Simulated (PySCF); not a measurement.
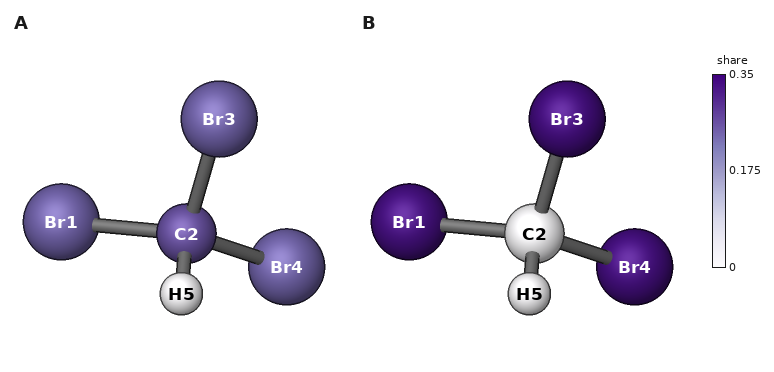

Each panel colours the atoms by their Löwdin share in one orbital (up to four of the largest shares; other atoms are shown as zero). The computed structure is the end point of a PBE0-D3(BJ)/def2-SVP optimisation. No frequency run is at hand to confirm it as a minimum. Level of theory: PBE0/def2-TZVP (PySCF 2.14.0).

The panels show the HOMO, LUMO, in some order. Which is which?

Answer. A: LUMO, −1.83 eV; C2 0.26, Br1 0.24, Br3 0.24, Br4 0.24
B: HOMO, −8.13 eV; Br3 0.33, Br4 0.33, Br1 0.33
